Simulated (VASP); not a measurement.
Band structure of CdTe (zinc blende). All values below come from AM05 GGA, VASP's PBE PAW potentials (set 64) (plane waves; VASP 6.6.1).

Unless said otherwise, spin-orbit coupling is left out, though it shifts the bands of the heavy elements here.

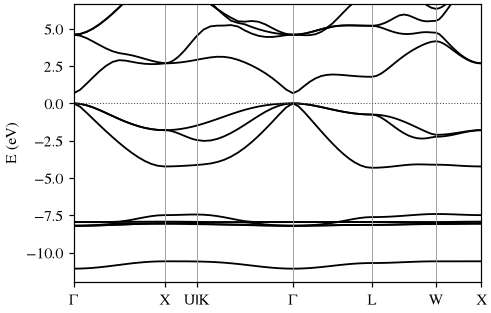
Figure: Bands along high-symmetry lines, zero at the valence-band maximum or, without a gap, the Fermi level

Problem. Read the plot: is there a gap, and where are the band edges?

Solution. The gap is direct, 0.68 eV, from the valence maximum at Γ to the conduction minimum at Γ. (Edges off the drawn lines would not show.)

Measured: gap 1.63 eV (computed value off by -0.95 eV), as given by Anna Miglio et al., npj Computational Materials (2020), arXiv:2011.12765 [zero-point renormalisation of 16 meV (experimental, the table's column) added back].

The compound is CdTe in the zinc blende structure. It was relaxed first.
